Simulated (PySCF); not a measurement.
```yaml
atoms:
  - { symbol: C, position_ang: [3.7686, -0.0780, 1.7442] }
  - { symbol: C, position_ang: [3.0713, -0.1833, 0.7735] }
  - { symbol: Si, position_ang: [2.0943, -0.3726, -0.8112] }
  - { symbol: C, position_ang: [0.2972, -0.0881, -0.3075] }
  - { symbol: C, position_ang: [-0.5065, -1.1495, 0.0982] }
  - { symbol: C, position_ang: [-1.8256, -0.9450, 0.4590] }
  - { symbol: C, position_ang: [-2.3630, 0.3310, 0.4247] }
  - { symbol: C, position_ang: [-1.5746, 1.3990, 0.0299] }
  - { symbol: C, position_ang: [-0.2559, 1.1890, -0.3295] }
  - { symbol: H, position_ang: [2.2954, -1.7361, -1.3135] }
  - { symbol: H, position_ang: [2.5491, 0.6532, -1.7561] }
  - { symbol: H, position_ang: [-0.0941, -2.1483, 0.1286] }
  - { symbol: H, position_ang: [-2.4362, -1.7805, 0.7701] }
  - { symbol: H, position_ang: [-3.3925, 0.4935, 0.7089] }
  - { symbol: H, position_ang: [-1.9890, 2.3966, 0.0040] }
  - { symbol: H, position_ang: [0.3538, 2.0280, -0.6347] }
```

Geometry: GFN2-xTB.

The calculation used UKS B3LYP, pcH-1 on C H Si, non-relativistic, mean-field spin-orbit, GIAO (PySCF).

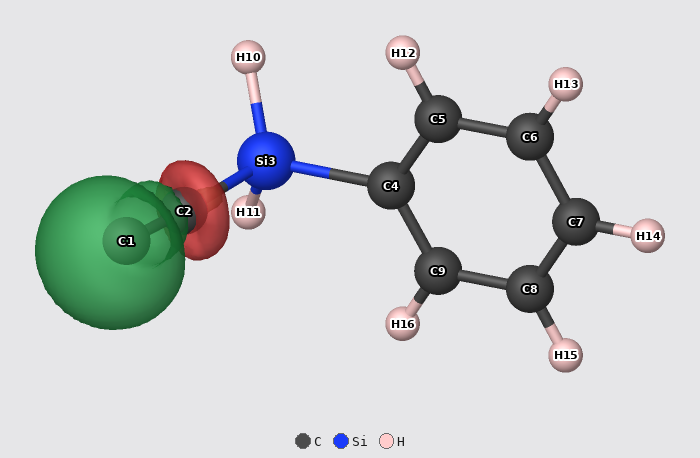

C8H7Si (SMILES [C]#C[SiH2]c1ccccc1) (doublet). Isosurfaces of the spin density (α minus β) at +0.04 (green) and −0.04 e/Å³ (red), seen at a tilt.

Where is the unpaired spin?

Answer. The unpaired spin (1 electron) lies mostly on C1 (about 1.0), in electrons by Hirshfeld's partition.
